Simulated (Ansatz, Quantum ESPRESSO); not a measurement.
# Predicting the next point of a tunnelling series: vacuum gaps between two Ag(100) faces

How the rows were computed: Quantum ESPRESSO 7.5 (pw.x, pwcond.x), PBE, PseudoDojo norm-conserving; geometry as built. T is the transmission per spin at the Fermi level, averaged over the mesh across the current, in a cell of 8.61 Å². The series steps the width of the vacuum gap.

```tsv
width (Å)	T
4.5	0.145
5.5	0.0284
6.5	0.00455
```

One more run was made and is withheld. What is T at 7.5 Å?

**Fit.** In the tunnelling regime ln T falls linearly. The last two rows give a slope of ln(0.0284/0.00455)/(6.5 − 5.5) = 1.831 per Å, so T(7.5) ≈ 0.00455 × exp(−1.831 × 1) = 0.000729.

**Check.** T = 0.000678; the estimate is 1.08 times that. The slope over the last interval is 1.904: the same within 8 %. Points of the mesh with over 2.5 times the mean carry 77 % of this T, so the value leans on the mesh. A second code, Ansatz 0.2.0, gives 0.000693.

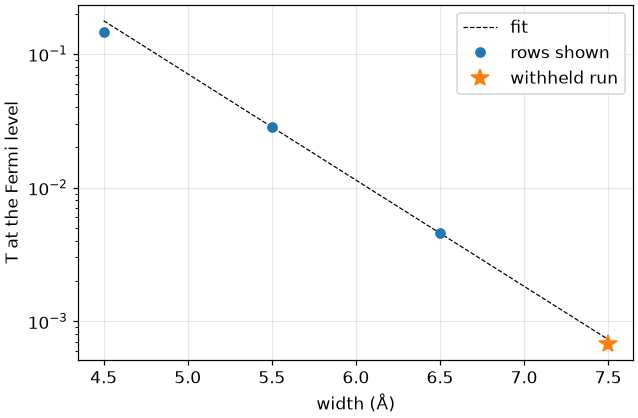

The rows shown, the fit and the withheld run.

Caveats: Short leads, unrelaxed atoms, a barrier without the image potential and an untested mesh.

[Logs are printed without paths, hosts, clocks, repeated set-up lines and the standing remarks that a program may print on its own settings, such as how far it seeks lower states.]
